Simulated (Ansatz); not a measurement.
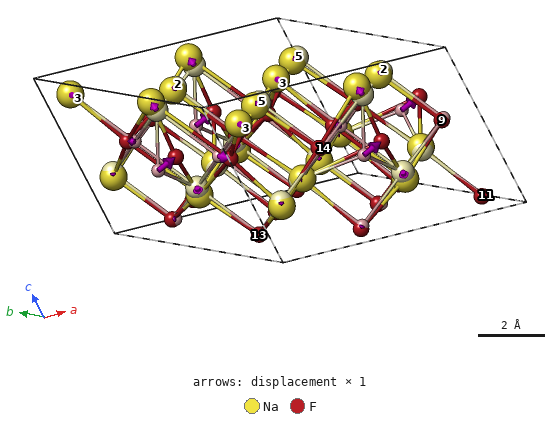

A relaxation of a defect cell of composition Na8F9. The starting structure is drawn faded, the final one solid; purple arrows show the displacements, at their true length.

A ball-and-stick model of the conventional cell (2 times the calculation's cell) (origin shifted), seen from a free direction. Lengths and directions refer to the drawn axes.

Case: F interstitial, charge +0, atoms relaxed.

Level of theory: DFT PBE, scalar-relativistic, plane waves, PAW in Ansatz. Set-up: plane-wave cutoff 420 eV; k-point mesh 2 × 2 × 2; occupations gaussian; smearing width 0.02 eV; collinear spin; atoms relaxed in a fixed cell; force threshold 0.02 eV/Å; at most 60 steps.

Which element moves most?

Answer. Fluorine: up to 0.73 Å, against 0.33 Å for sodium.

What happened in the run?

Answer. An F atom moves most: 0.73 Å along [3 −1 3]. Largest moves by element: F 0.73 Å, Na 0.33 Å. The cell doesn't change. Near-neighbour distances that change, for instance: Na–Na 3.323 → 2.685 Å, F–Na 2.350 → 2.960 Å, F–Na 2.129 → 2.657 Å, F–Na 2.350 → 2.717 Å. Among the angles between lasting bonds that change: Na–F–Na 116.6° → 156.4°, F–Na–F 122.8° → 92.0°, F–Na–F 120.6° → 92.0°. The energy falls by 1.673 eV per cell of the calculation in 8 accepted moves (9 points after the start). Largest force component: 1.9 eV/Å at the start, 0.016 eV/Å at the end. 1 step only repeated the SCF at the same geometry.

Limits of the set-up: the periodic images lie only 6.6 Å apart, so the values are limited by the cell's size.
